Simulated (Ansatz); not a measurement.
Consider Na$_{2}$S in the anti-fluorite structure (space group Fm-3m, No. 225; a = 6.5014 Å).

The change: every lattice vector is shortened by 3.00 %, atoms relaxed at fixed cell.

Method: DFT with PBEsol, PAW potentials and a 420 eV plane-wave cutoff in Ansatz (an electronic-structure program), no spin-orbit coupling.

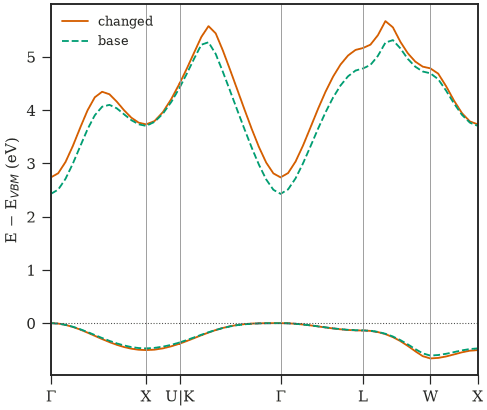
*Highest valence and lowest conduction band along the path, each from its own valence-band maximum*

Q: Read the changed gap and its character from the plot.

A: About 2.7 eV, direct at Γ.

The cells carry an imposed strain or load. Whether these cells are dynamically stable was not tested.
